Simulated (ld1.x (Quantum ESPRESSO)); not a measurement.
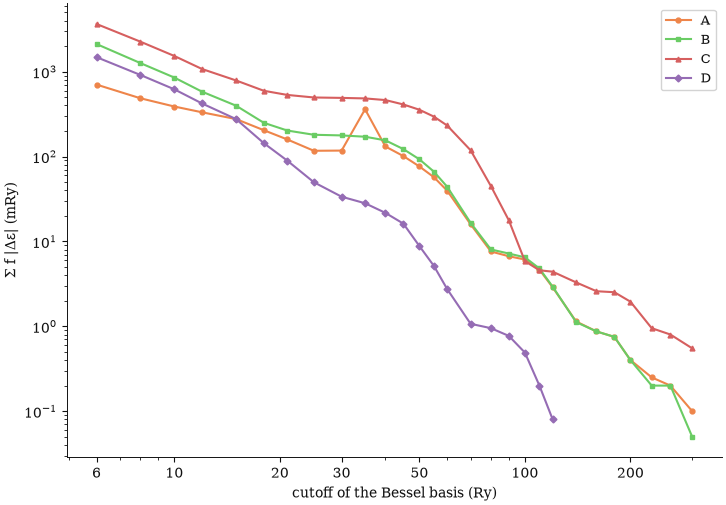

The occupation-weighted error of the valence levels in a spherical-Bessel basis for 4 variants of one potential.

Base settings:

Input of ld1.x (Quantum ESPRESSO) 7.5:

```
 &input
   title='Kr', zed=36., rel=1, dft='PBE', iswitch=3,
   config='[Ar] 3d10 4s2 4p5',
   nld=2, rlderiv=1.55, eminld=-4.0, emaxld=5.0, deld=0.02
 /
 &inputp
   pseudotype=2, tm=.true., lloc=1,
   nlcc=.true.,
   file_pseudopw='Kr.UPF', file_wfcaegen='ae.wfc', file_wfcncgen='nc.wfc', file_beta='beta', file_chi='chi'
 /
2
4S  1  0   2.00   0.00  1.40  1.40  0.0
4P  2  1   5.00   0.00  1.20  1.20  0.0
 &test
   configts(1)='4s2 4p5'
 /
```

Launched with:
```bash
ld1.x < Kr.in > Kr.out
```

Functional and relativity: PBE, scalar-relativistic.

Match the curves to these variants:
1. base
2. all radii scaled by 0.94 (s 1.32, p 1.12 bohr)
3. waves 4p (bound): rc 1.68 bohr
4. local potential all-electron potential smoothed inside 1.10 bohr (lloc = -1)

A = 4, B = 1, C = 2, D = 3.

What did the other tests of these runs give?

A: loose cutoff 80 Ry; bound ghosts s, d; largest test error -15 meV. B: loose cutoff 80 Ry; bound ghosts none; largest test error -14 meV. C: loose cutoff 100 Ry; bound ghosts s; largest test error +10 meV. D: loose cutoff 50 Ry; bound ghosts none; largest test error -33 meV. The loose cutoff is the first of the cutoffs, on a coarse ladder, from which the occupation-weighted sum of valence levels, in a spherical-Bessel basis at the reference potential, stays within 10 and 1 mRy of its value at 400 Ry.
